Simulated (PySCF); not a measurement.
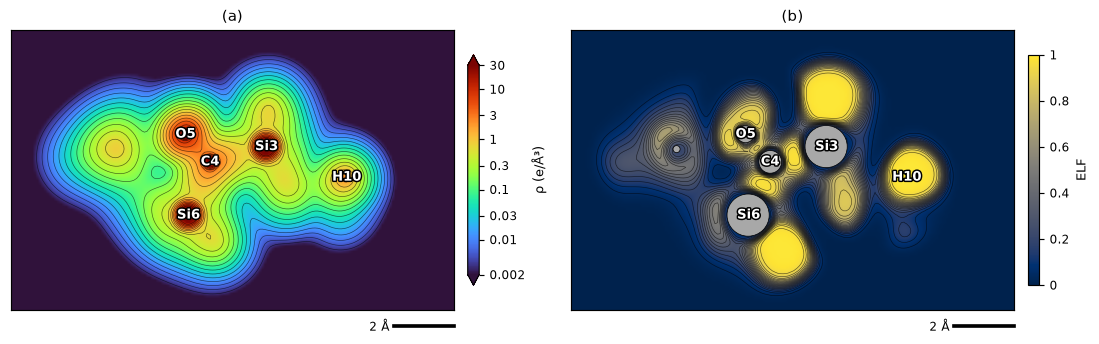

*C₃H₁₁NO₂Si₃ (SMILES CN[SiH2]C(=O)[SiH2]C(=O)[SiH3]). (a) electron density; (b) electron localisation function on the plane of atoms Si3, C4 and O5. Grey discs cover the atomic cores in the ELF map.*

Geometry: GFN2-xTB.

Computed with PBE0/pcSseg-1, SCF density, gas phase, non-relativistic in PySCF 2.14.0.

```xyz
20

C    -3.6812   -0.0400   -0.7691
N    -2.2495    0.0282   -0.5830
Si   -1.3889   -1.0135    0.4728
C     0.4006   -0.3141    0.4923
O     1.3093   -1.1325    0.6228
Si    0.9535    1.5031    0.2577
C     2.4675    0.9538   -0.7975
O     2.7001    1.3847   -1.9028
Si    3.5656   -0.4723   -0.0426
H    -4.1427   -0.3013    0.1795
H    -3.9735   -0.7914   -1.5093
H    -4.0632    0.9297   -1.0910
H    -1.7870    0.3618   -1.4167
H    -1.3088   -2.4374    0.1228
H    -1.9811   -0.8476    1.8028
H     1.4599    2.0387    1.5168
H    -0.0740    2.3263   -0.3662
H     3.2908   -1.7573   -0.6656
H     4.8894   -0.0659   -0.5544
H     3.6080   -0.3424    1.4083
```

Q: Interpret the plot.

A: The section cuts through Si, C, O and H sites. C–O (1.23 Å): ρ at the midpoint is about 3.1 e/Å³; the ELF peaks at about 0.85 between the atoms (a short, strongly polar bond). C–Si (1.91 Å): ρ at the midpoint is about 0.91 e/Å³; the ELF peaks at about 0.95 between the atoms (a shared electron pair). The ELF also peaks beside N2 and O5, away from the bonds: lone-pair regions.
